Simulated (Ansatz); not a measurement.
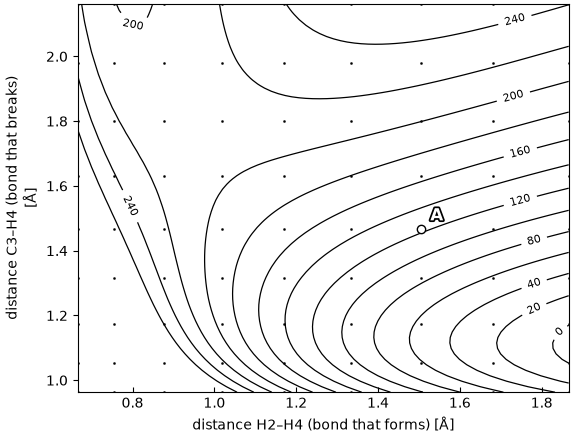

The reacting system CH5Al. 
- Coordinates scanned: (1) distance H2–H4 (bond that forms); (2) distance C3–H4 (bond that breaks).
- Relaxed at each point: all other coordinates.
- Grid: 9 × 9 points.
- Points are written as (first, second).
- Energies: kJ/mol, counted from the lowest grid point.
- The reference is spin-restricted, so regions where a bond is pulled apart into radicals lie too high.
- Theory: RKS r2SCAN-D4/def2-TZVP in Ansatz.

The picture shows contour lines labelled in kJ/mol (none above 260), dots at the grid points, the point A. Between grid points the surface is interpolated.

> Which way does the force act at A, and how strong is it?

A, at (1.504 Å, 1.468 Å), is not a stationary point. The computed force is 128 kJ/mol for each Å towards larger values of the first coordinate and 260 kJ/mol for each Å towards smaller values of the second coordinate.
